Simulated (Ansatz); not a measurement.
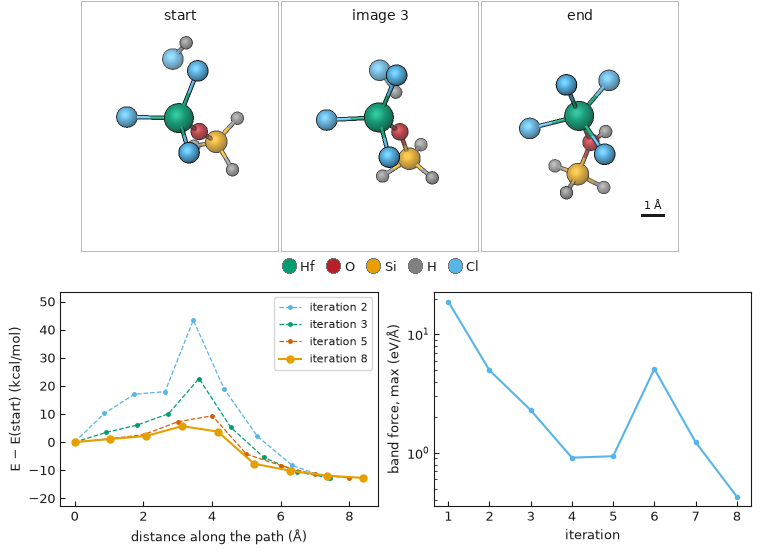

A search for the minimum-energy path of HfSiH$_{4}$OCl$_{4}$, made up at the start of HfSiH₃OCl₃ and HCl by the nudged elastic band. Images are numbered from 0 (start) to 8 (end). The plot follows the band through its iterations. Style: ball-and-stick. Shown from a free direction.

Computed with RHF/def2-SVP (Ansatz 0.2.0). Set-up: 7 movable images; climbing image; force threshold 0.5 eV/Å; iteration limit 60; starting path through a guess of the saddle point.

Question: Did the band converge, and can the barrier be trusted?

Answer: The run met only a loose threshold, so the barrier can't be trusted yet. The band converged in 8 iterations. The largest component of the band force went from 19 to 0.43 eV/Å. The climbing image converged on the top of the path. Its curvatures weren't checked. The force threshold is so loose that the height of the top is at best an upper bound. The first iteration put the highest image at 89.1 kcal/mol. The energy climbs by 5.7 kcal/mol to image 3 and then falls by 18.4 kcal/mol, so the end point sits at −12.7 kcal/mol.

Limits of the set-up: the start holds two separate molecules, 3.1 Å apart at their closest, whose relative position is a soft coordinate and is computed without a dispersion correction; Hartree-Fock leaves out electron correlation.

The run took 2.2 min on 4 threads of AMD EPYC 7R13 Processor (Zen 3), with other jobs on the host, peak memory 0.54 GiB.
